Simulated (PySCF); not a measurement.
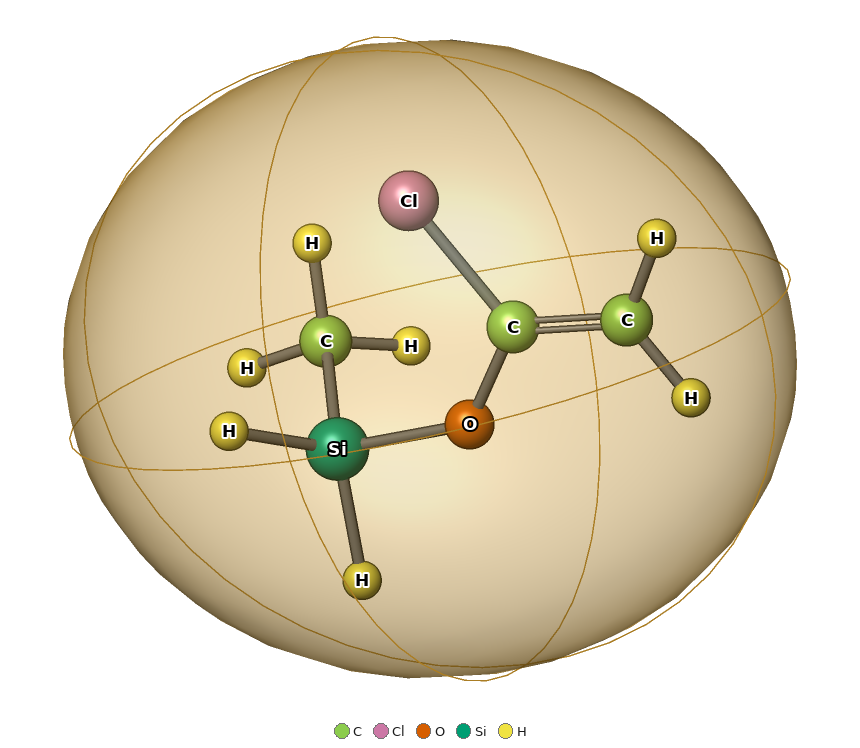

The ellipsoid shows the static dipole polarisability: its half-axes are proportional to the principal values. Computed geometry: GFN2-xTB optimisation. No frequency run is at hand to confirm it as a minimum. Computed with ωB97X-D/def2-SVPD (PySCF 2.14.0).

**Give the principal values, the mean and the anisotropy.**

Principal values 66.2, 78.0, 96.1 bohr³; mean 80.1 bohr³ (11.87 Å³); anisotropy 26.1 bohr³, so the longest axis is 1.45 times the shortest.

The geometry is semi-empirical. Around Si such bond lengths and angles can be off by a tenth of an ångström or more and by several degrees, and values that hang on the shape move with them.
